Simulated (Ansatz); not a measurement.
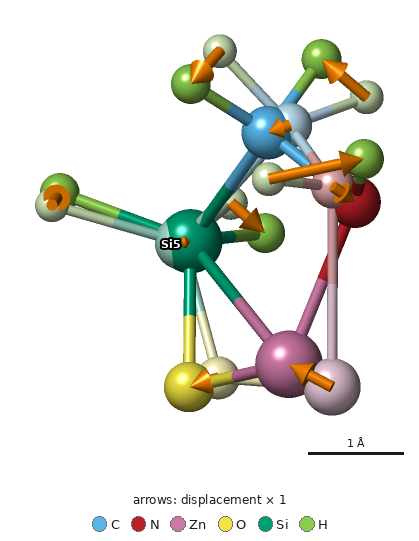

A relaxation of CH₅NOSiZn. The starting structure is drawn faded, the final one solid; orange arrows show the displacements, at their true length. The two geometries are superimposed by the best rigid fit.

Style: ball-and-stick. Shown from a free direction.

The start comes from GFN2-xTB.

The calculation used Ansatz 0.2.0, RKS PBE0-D4/def2-TZVP.

Input
```yaml
crystal:
  periodic: [false, false, false]
  atoms:
    - {symbol: C, position_ang: [0.439780, -0.302940, 0.809030]}
    - {symbol: N, position_ang: [-0.077450, -1.518710, 0.510620]}
    - {symbol: Zn, position_ang: [-0.612910, -1.709930, -1.531770]}
    - {symbol: O, position_ang: [-0.448050, 0.347360, -1.852740]}
    - {symbol: Si, position_ang: [-0.017440, 1.171060, -0.620440]}
    - {symbol: H, position_ang: [1.522750, -0.312390, 0.768530]}
    - {symbol: H, position_ang: [0.039170, 0.188100, 1.688950]}
    - {symbol: H, position_ang: [-1.008740, -1.615180, 0.919410]}
    - {symbol: H, position_ang: [-1.102820, 1.903150, 0.028410]}
    - {symbol: H, position_ang: [1.265700, 1.849480, -0.720010]}
basis:
  gaussian: {orbitals: def2-TZVP}
hamiltonian: {xc: pbe0, dispersion: d4}
relax: {f_tol: 0.005, max_steps: 150}
```

Run as
```bash
ansatz run in.yaml --threads 4 --pin off --events-out ev --progress --plain --max-ram 10444MiB
```

Question: Atoms of which element are displaced furthest, and by how much?

Answer: Hydrogen: up to 1.03 Å, against 0.52 Å for zinc.

Question: What happened in the run?

Answer: The largest move after the best rigid fit is that of H8, 1.03 Å. Largest moves by element: H 1.03 Å, Zn 0.52 Å, O 0.35 Å, N 0.31 Å, C 0.24 Å, Si 0.09 Å. Some distances before and after: Zn3–Si5 3.080 → 2.657 Å, N2–Zn3 2.120 → 1.852 Å, Zn3–O4 2.089 → 1.838 Å, C1–Si5 2.104 → 1.945 Å. Bond angles that change, for instance: Zn3–N2–H8 98.4° → 122.2°, N2–Zn3–O4 92.3° → 114.2°, Zn3–O4–Si5 115.1° → 99.4°. After 18 accepted moves (21 points after the start) the energy has fallen by 25.6 kcal/mol. Largest force component: 2.1 eV/Å at the start, 0.0012 eV/Å at the end. The line search rejected the trial steps at points 5, 8, 15 of the run. Cost: 110 s on 4 threads of Arm Neoverse V1, with other jobs on the host.
